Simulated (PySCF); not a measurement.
```yaml
atoms:
  - { symbol: Ge, position_ang: [-0.6582, -0.2973, -0.3227] }
  - { symbol: O, position_ang: [0.8575, 0.3429, 0.4307] }
  - { symbol: H, position_ang: [-0.3210, 0.2361, -1.8317] }
  - { symbol: H, position_ang: [1.4234, 0.7968, -0.2133] }
```

Geometry: B3LYP/6-31G*.

These are results of PySCF, Gaussian-basis quantum chemistry of an isolated molecule with PySCF, energy and nuclear gradient, functional PBE0, not measurements.

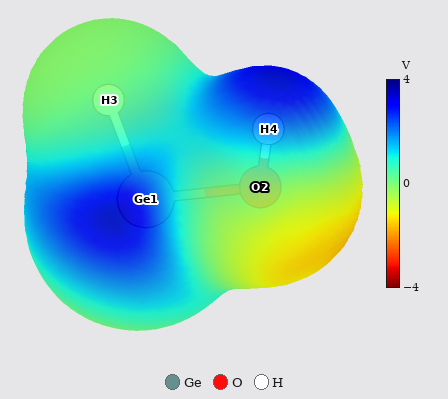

GeH2O (SMILES [OH][GeH]). The electrostatic potential painted on the density surface at 0.004 e/bohr³, seen at a tilt; red is negative and blue positive.

### Where is the surface potential most negative and most positive?

The most negative region (about −1.7 V) lies over O2, the most positive (about +3.4 V) over Ge1 and H4. O2 is the likeliest acceptor of a hydrogen bond.
